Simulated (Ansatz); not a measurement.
A series of calculations on CH$_{9}$NSSi$_{3}$

Part 1: Relaxation

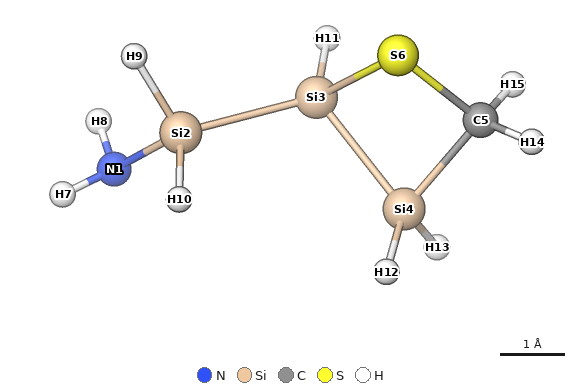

This is the input geometry for a relaxation of CH₉NSSi₃. A ball-and-stick model, seen face on.

The run prepares an end point of a later path (inversion) calculation, from a guessed geometry.

Method: RKS PBE0/cc-pVDZ (Ansatz).

Input
```yaml
crystal:
  periodic: [false, false, false]
  atoms:
    - { symbol: "N", position_ang: [0.7256, -2.8459, -1.1011] }
    - { symbol: Si, position_ang: [1.0886, -1.6352, 0.0559] }
    - { symbol: Si, position_ang: [-0.5772, -0.1494, 0.5281] }
    - { symbol: Si, position_ang: [-0.4107, 1.6545, -0.7748] }
    - { symbol: C, position_ang: [-0.9672, 2.5098, 0.8394] }
    - { symbol: S, position_ang: [-0.0098, 1.3929, 1.9639] }
    - { symbol: H, position_ang: [1.5467, -3.3022, -1.3819] }
    - { symbol: H, position_ang: [0.1083, -3.4871, -0.7022] }
    - { symbol: H, position_ang: [1.477, -2.4222, 1.2792] }
    - { symbol: H, position_ang: [2.3142, -0.9758, -0.4399] }
    - { symbol: H, position_ang: [-1.9078, -0.6868, 0.8898] }
    - { symbol: H, position_ang: [0.8753, 2.0616, -1.2614] }
    - { symbol: H, position_ang: [-1.5861, 1.7747, -1.8377] }
    - { symbol: H, position_ang: [-0.6495, 3.5662, 0.9173] }
    - { symbol: H, position_ang: [-2.0492, 2.4943, 1.0548] }
basis:
  gaussian: { orbitals: cc-pVDZ }
hamiltonian:
  xc: pbe0
relax:
  f_tol: 0.015
  max_steps: 40
```

Command:
```bash
ansatz run input.yaml --threads 2 --pin off --max-ram 3072MiB --backend cpu --events-out ev --progress --plain --runs-dir out
```

Question: What does the optimiser find from here?

Answer: After 10 accepted moves (12 points after the start) the energy has fallen by 0.834 eV. Largest force component: 3.5 eV/Å at the start, 0.0091 eV/Å at the end. The line search rejected the trial steps at points 3, 11 of the run. The forces were under the threshold at step 9, but the run went on from there. The largest move after the best rigid fit is that of H11, 0.51 Å. Largest moves by element: H 0.51 Å, S 0.33 Å, Si 0.32 Å, N 0.14 Å, C 0.12 Å. Among the contacts that change: Si3–Si4 2.231 → 2.339 Å, Si4–H13 1.589 → 1.502 Å, Si2–Si3 2.282 → 2.350 Å, Si4–H12 1.434 → 1.500 Å. Bond angles that change, for instance: N1–Si2–H9 103.5° → 116.3°, Si2–Si3–Si4 110.6° → 122.5°, Si3–Si4–H13 113.4° → 122.7°.

The structure at the end:

```xyz
15

N     0.8048   -2.9363   -1.0227
Si    1.2519   -1.7096    0.1579
Si   -0.5658   -0.2347    0.3647
Si   -0.6980    1.7710   -0.8321
C    -0.8927    2.5854    0.8917
S    -0.2848    1.2198    1.9906
H     1.5574   -3.5593   -1.3100
H     0.0004   -3.5082   -0.7739
H     1.6293   -2.2092    1.5319
H     2.4343   -0.9743   -0.3957
H    -1.8540   -1.0070    0.5003
H     0.6151    2.1466   -1.4521
H    -1.7973    2.0592   -1.8150
H    -0.2827    3.4870    1.0548
H    -1.9397    2.8189    1.1390
```

After the run, drawn alike:

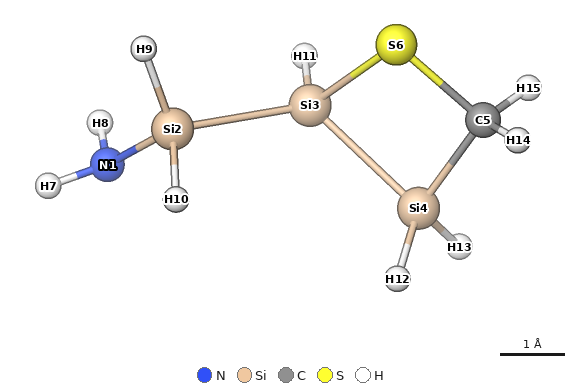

Part 2: Relaxation

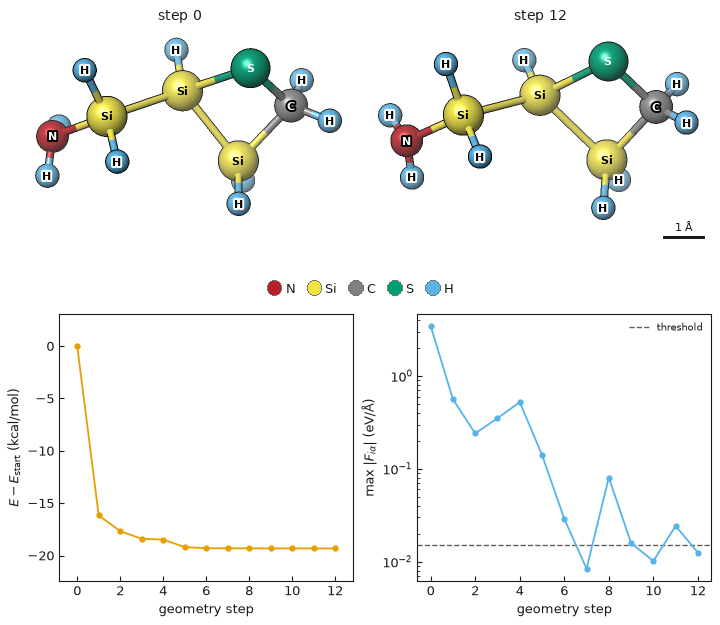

First and last geometry of a relaxation of CH9NSSi3, with the history of the run. A ball-and-stick model, seen at a tilt.

The run prepares an end point of a later path (inversion) calculation, from a guessed geometry.

Computed with RKS PBE0/cc-pVDZ in Ansatz 0.2.0. Set-up: no spin polarisation; force threshold 0.015 eV/Å; at most 40 steps.

Question: Did the run converge, and what did it change?

Answer: It converged. After 12 geometry steps the energy has fallen by 19.3 kcal/mol. The largest force component goes from 3.5 to 0.013 eV/Å. The forces were under the threshold at step 7, but the run went on from there. The atom that moves furthest after the best rigid fit is an H atom (0.88 Å). By element the largest moves are H 0.88 Å, Si 0.35 Å, S 0.29 Å, N 0.26 Å, C 0.18 Å. Near-neighbour distances that change, for instance: Si–Si 2.231 → 2.342 Å, H–Si 1.589 → 1.503 Å, Si–Si 2.282 → 2.364 Å, H–Si 1.434 → 1.501 Å. Bond angles that change, for instance: Si–Si–Si 110.6° → 122.1°, Si–Si–H 113.4° → 122.9°, Si–Si–H 119.6° → 112.2°. Groups turn about N–Si by about 45°. Cost: 91 s on 2 threads of Arm Neoverse V2 (shared host), peak memory 0.47 GiB.

Part 3: Path

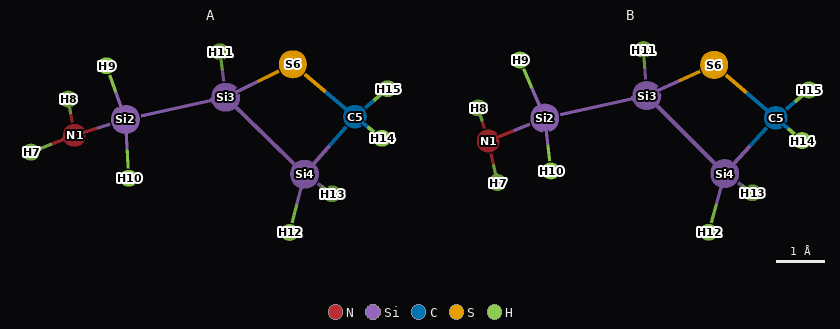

The two relaxed end points of a path for CH9NSSi3. Style: ball-and-stick. Shown from a free direction.

All numbers below come from RKS PBE0/cc-pVDZ (Ansatz).

Run with 9 movable images; climbing image; force threshold 0.05 eV/Å; iteration limit 17.

Start:
```xyz
15

N     0.8062   -2.9360   -1.0223
Si    1.2505   -1.7103    0.1603
Si   -0.5670   -0.2346    0.3630
Si   -0.6947    1.7719   -0.8329
C    -0.8939    2.5853    0.8908
S    -0.2898    1.2187    1.9906
H     1.5593   -3.5593   -1.3078
H     0.0008   -3.5077   -0.7761
H     1.6238   -2.2110    1.5351
H     2.4349   -0.9753   -0.3894
H    -1.8559   -1.0063    0.4944
H     0.6203    2.1473   -1.4490
H    -1.7910    2.0613   -1.8187
H    -0.2839    3.4864    1.0562
H    -1.9415    2.8192    1.1353
```

End:
```xyz
15

N     1.0595   -3.0572   -0.9015
Si    1.2546   -1.7684    0.2822
Si   -0.5523   -0.2550    0.4612
Si   -0.6886    1.6823   -0.8480
C    -0.8675    2.5995    0.8238
S    -0.2583    1.2962    1.9956
H     1.0002   -2.7523   -1.8707
H     0.2870   -3.6962   -0.7250
H     1.4633   -2.4178    1.6187
H     2.4737   -0.9842   -0.0980
H    -1.8560   -0.9938    0.6390
H     0.6199    2.0195   -1.5011
H    -1.7919    1.9198   -1.8407
H    -0.2535    3.5066    0.9300
H    -1.9118    2.8503    1.0639
```

### What barrier does the band find between them, and by what path?

The energy climbs by 0.057 eV to image 5 and then falls by 0.050 eV, so the end point sits at +0.007 eV. The motion is an umbrella inversion at N1. No bond forms or breaks between the ends. Among the angles between lasting bonds that change up to the highest image: Si2–N1–H8 115.4° → 124.3°, Si2–N1–H7 115.3° → 122.4°. The band converged in 11 iterations. The largest component of the band force went from 9.5 to 0.041 eV/Å. The climbing image converged on the top of the path. Its vibrational analysis gives one imaginary mode (364i cm⁻¹), as a transition state must have.

Energies of the converged images:

```json
{"image": "0", "path (Å)": "0.00", "E (eV)": "0.000"}
{"image": "1", "path (Å)": "0.19", "E (eV)": "0.001"}
{"image": "2", "path (Å)": "0.38", "E (eV)": "0.002"}
{"image": "3", "path (Å)": "0.57", "E (eV)": "0.009"}
{"image": "4", "path (Å)": "0.76", "E (eV)": "0.034"}
{"image": "5", "path (Å)": "0.95", "E (eV)": "0.057"}
{"image": "6", "path (Å)": "1.14", "E (eV)": "0.037"}
{"image": "7", "path (Å)": "1.34", "E (eV)": "0.020"}
{"image": "8", "path (Å)": "1.54", "E (eV)": "0.012"}
{"image": "9", "path (Å)": "1.73", "E (eV)": "0.008"}
{"image": "10", "path (Å)": "1.93", "E (eV)": "0.007"}
```

The geometry at the top of the path:

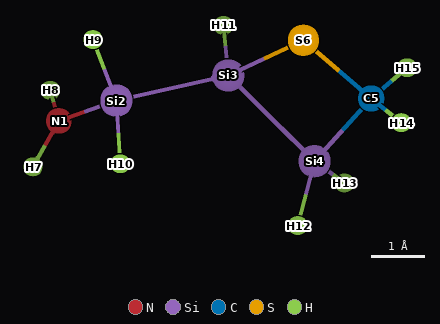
